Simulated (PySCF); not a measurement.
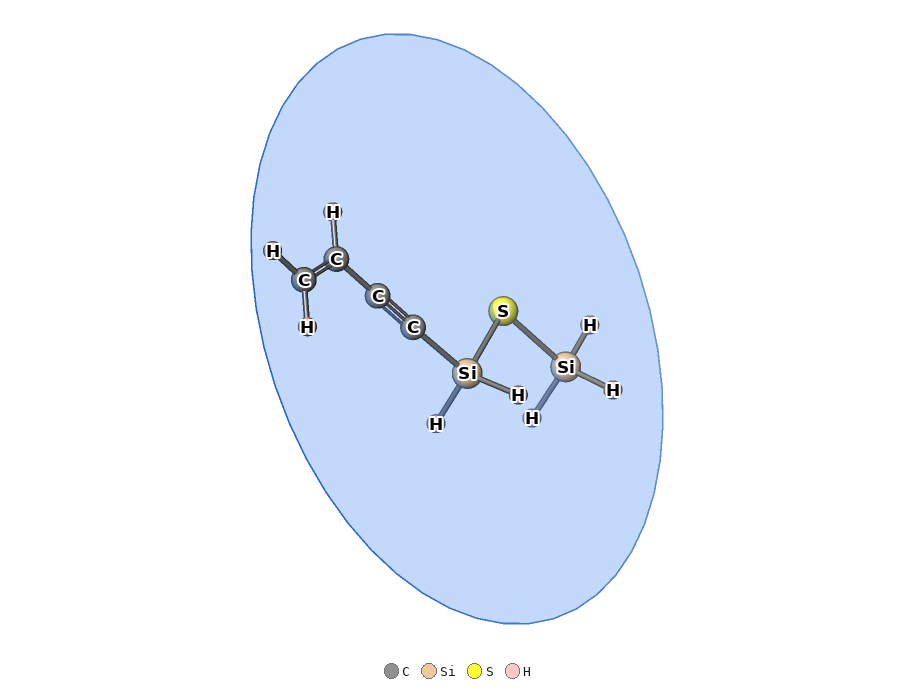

All proper rotation axes (lines) and mirror planes (discs) of the structure are drawn in. Atoms fade into the background with distance from the viewer. The computed structure is the end point of a GFN2-xTB optimisation. No frequency run is at hand to confirm it as a minimum.

> Name the symmetry elements and the point group.

It has 1 mirror plane. Point group Cs. The group has 2 operations. The geometry is achiral, and symmetry allows a dipole moment.
